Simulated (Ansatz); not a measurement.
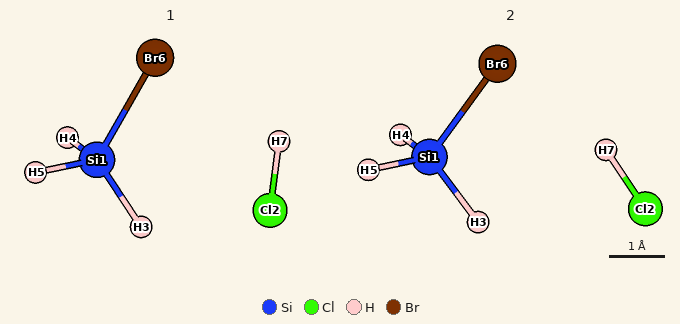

Two geometries of SiH₄BrCl, drawn at one scale. One is the start of a relaxation, the other its converged end. The picture is a ball-and-stick view, seen at a tilt.

All numbers below come from Ansatz 0.2.0, RKS PBE/def2-SVP. Set-up: no spin polarisation; force threshold 0.03 eV/Å; at most 50 steps.

**Which of the two is the end point?**

Structure 2 is the relaxed one. The run prepares an end point of a later path (reaction) calculation, from a guessed geometry. The atom that moves furthest after the best rigid fit is Cl2 (0.67 Å). By element the largest moves are Cl 0.67 Å, H 0.30 Å, Si 0.15 Å, Br 0.12 Å. Near-neighbour distances that change, for instance: Si1–Br6 2.297 → 2.261 Å, Cl2–H7 1.336 → 1.307 Å, Si1–H3 1.482 → 1.496 Å. Bond angles that change, for instance: H3–Si1–Br6 117.1° → 107.5°, H4–Si1–Br6 104.7° → 107.8°. Over 6 accepted moves (7 points after the start) the energy falls by 0.302 eV. Largest force component: 0.97 eV/Å at the start, 0.028 eV/Å at the end. The line search rejected the trial step at point 5 of the run. Cost: 11 s on 2 threads of Arm Neoverse V2 (shared host), peak memory 0.13 GiB.

Limits of the set-up: the start holds two separate molecules, 2.5 Å apart at their closest, whose relative position is a soft coordinate and is computed without a dispersion correction.
